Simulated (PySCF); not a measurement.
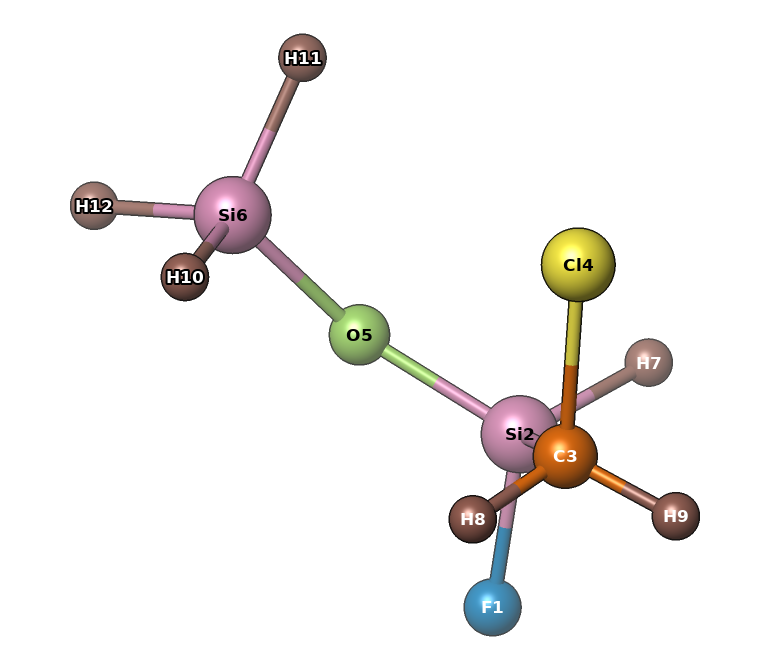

Si2 lies behind C3. The molecule seen a little off the C3–Si2 bond, C3 in front. Depth is shown by fading: the farther an atom, the more it takes the colour of the background. Computed geometry: PBE0-D3(BJ)/def2-SVP optimisation. No frequency run is at hand to confirm it as a minimum.

### What is the torsion angle Cl4–C3–Si2–F1? The sign is positive where the front bond must turn clockwise to cover the back bond.

−175°, antiperiplanar (anti). The bonds about C3–Si2 are staggered.
